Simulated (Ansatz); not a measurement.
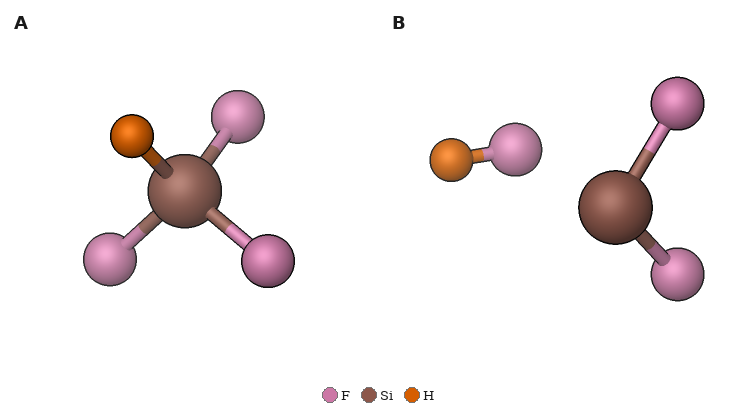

2 stationary structures of one formula. Geometries: PBE-D4/def2-SVP. Electronic energies: PBE-D4/def2-SVP (Ansatz 0.2.0), without zero-point energy. No frequency run is at hand to confirm each as a minimum.

### Which is lowest in energy, and by how much?

A is lowest (C3v); B lies 251.4 kJ/mol above it (Cs).
